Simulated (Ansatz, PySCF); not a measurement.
Stretching the Be1–F2 bond in BeFHO (SMILES [OH][Be][F]) (multiplicity 1 held, fragments rigid). Energies count from the point at 1.389 Å.
Geometry at that point (charge 0, multiplicity 1):
```csv
atom,x (Å),y (Å),z (Å)
Be,0.0293,0.0148,-0.0256
F,0.9828,0.5280,-0.8951
O,-0.9986,-0.4674,0.8245
H,-0.9734,-1.0724,1.5614
```

R- and RO- levels are restricted; in cc, def2 and unpolarised 6-31G sets they are followed outwards from rest. U- levels take the lowest unrestricted solution at each point, which mixes spins at long bonds. Left out are points that failed, MP2 points in a non-variational dive below the minimum, coupled-cluster points behind a sign of a changed root (a jump of the amplitudes, or a one-step jump against full CI or MRCI), small-basis points behind a change of solution, and semi-empirical points at long bonds. Curves can end on different states.

Correlated levels freeze the cores. Rows in 6-31G* carry no dispersion term and start afresh at each structure (6-31G* with six Cartesian d functions).

Codes used: Ansatz (a quantum-chemistry and plane-wave program); PySCF for 6-31G* rows. Values without a source in brackets are computed.

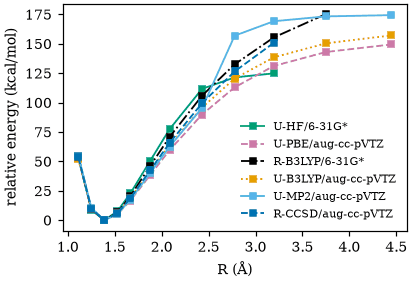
Fig. 1. Relative energy along the coordinate

Doubts at one or more of the structures used: a spin-contaminated determinant (U-HF/6-31G*, U-PBE/aug-cc-pVTZ, U-B3LYP/aug-cc-pVTZ, U-MP2/aug-cc-pVTZ); a restricted determinant that unrestricted orbitals would lower (R-B3LYP/6-31G*, R-CCSD/aug-cc-pVTZ); T1 above 0.05 (R-CCSD/aug-cc-pVTZ).
